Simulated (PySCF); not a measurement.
# Geometry relaxation, with input and output: SiBr₄

The run: geometry relaxation of SiBr₄ (tetrabromosilane), SMILES Br[Si](Br)(Br)Br. Method and program: PBE0-D3(BJ)/ma-def2-SVP geometry optimisation, gas phase (PySCF 2.14.0).

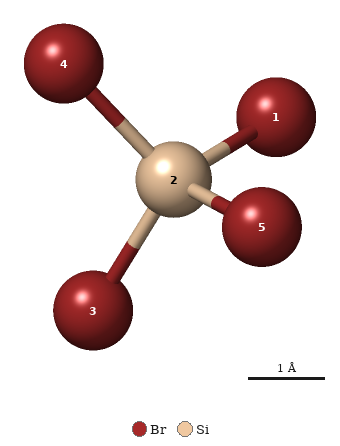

The input geometry (ball-and-stick view, seen at a tilt; atoms are numbered from 1 in the order of the input).

## Input
```
{"job": {"xc": "PBE0", "basis": "ma-def2-SVP", "d3": "d3bj", "grid": 1, "kind": "geom"}, "charge": 0, "multiplicity": 1}
Br    -1.169479    -1.479266    -1.153206
Si     0.003944     0.001300    -0.007417
Br    -1.102089     1.911624     0.090307
Br     1.947550     0.331652    -1.004285
Br     0.337318    -0.759606     2.040231
```

The first line tells a small driver script what to run in PySCF; the rest is the geometry in Å.

Machine: 1 CPU thread, shared host.

Run as:
```bash
OMP_NUM_THREADS=1 python <driver script> task.json out
```

## The program's output
```
step   0  E = -10583.67826941  max force = 0.001982
step   1  E = -10583.67812828  max force = 0.002300
step   2  E = -10583.67827318  max force = 0.001206
step   3  E = -10583.67830396  max force = 0.000352
step   4  E = -10583.67830542  max force = 0.000392
optimisation converged
```

## Trajectory as extended XYZ (Å, eV, eV/Å), 5 frames, from step=0 to step=4
```
5
Properties=species:S:1:pos:R:3:forces:R:3 step=0 energy=-287996.55490
Br   -1.1695   -1.4793   -1.1532    0.0481   0.0780   0.0300
Si    0.0039    0.0013   -0.0074    0.0030  -0.0068   0.0013
Br   -1.1021    1.9116    0.0903    0.0484  -0.0732   0.0233
Br    1.9475    0.3317   -1.0043   -0.1019  -0.0277   0.0181
Br    0.3373   -0.7596    2.0402    0.0024   0.0296  -0.0727
5
Properties=species:S:1:pos:R:3:forces:R:3 step=1 energy=-287996.55106
Br    1.8154    0.9404   -0.8330   -0.0084   0.0003   0.0293
Si    0.0023   -0.0060   -0.0074    0.0452   0.0357   0.0124
Br    0.4188   -2.1364    0.3878   -0.0536   0.0441  -0.0594
Br   -1.6313    0.2456   -1.4649   -0.0341  -0.1183  -0.0130
Br   -0.5878    0.9619    1.8830    0.0509   0.0381   0.0307
5
Properties=species:S:1:pos:R:3:forces:R:3 step=2 energy=-287996.55500
Br    1.8153    0.9473   -0.8294   -0.0166   0.0126   0.0072
Si    0.0024    0.0006   -0.0062    0.0051   0.0402   0.0090
Br    0.4119   -2.1298    0.3768   -0.0191  -0.0168  -0.0137
Br   -1.6377    0.2149   -1.4640   -0.0066  -0.0620   0.0095
Br   -0.5746    0.9725    1.8882    0.0372   0.0260  -0.0120
5
Properties=species:S:1:pos:R:3:forces:R:3 step=3 energy=-287996.55584
Br    1.8156    0.9563   -0.8194   -0.0082   0.0066  -0.0180
Si    0.0031    0.0044   -0.0046   -0.0082   0.0015   0.0049
Br    0.3989   -2.1315    0.3643    0.0093  -0.0105   0.0181
Br   -1.6378    0.1939   -1.4642   -0.0082  -0.0133   0.0079
Br   -0.5626    0.9825    1.8894    0.0152   0.0157  -0.0128
5
Properties=species:S:1:pos:R:3:forces:R:3 step=4 energy=-287996.55588
Br    1.8147    0.9579   -0.8186   -0.0069   0.0006  -0.0201
Si    0.0029    0.0036   -0.0045   -0.0035  -0.0041   0.0014
Br    0.3985   -2.1330    0.3645    0.0078   0.0040   0.0157
Br   -1.6377    0.1936   -1.4644   -0.0086  -0.0154   0.0089
Br   -0.5612    0.9835    1.8885    0.0112   0.0148  -0.0059
```

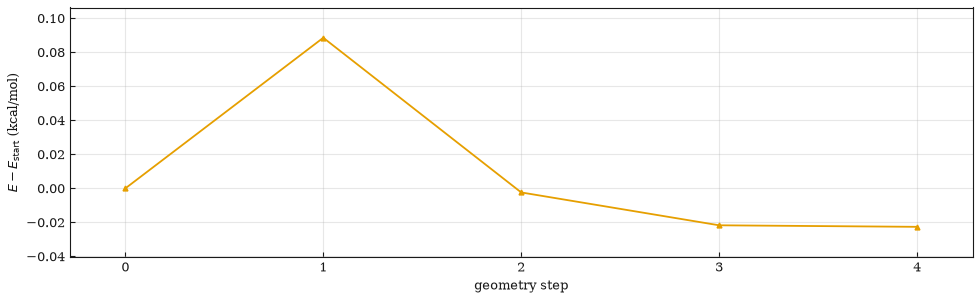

Progress of the relaxation, step by step (steps are counted from 0). The largest moves after the best rigid fit, 0.008 Å, are those of Br1, Br3 and Br4. By element the largest moves are Br 0.008 Å, Si 0.004 Å. Distances before and after: Br1–Si2 2.209 → 2.204 Å. The energy falls by 0.02 kcal/mol in 4 geometry steps. Largest force component: 0.1 eV/Å at the start, 0.02 eV/Å at the end. (Atoms are counted from 1 in the order of the input.)

## Summary

| quantity | value |
| --- | --- |
| outcome | converged |
| total energy | −10583.678305 hartree |
| dipole moment | 0.01 D |
| point group | Td |
| wall time | 1.8 min |
| peak memory | 1 GiB |
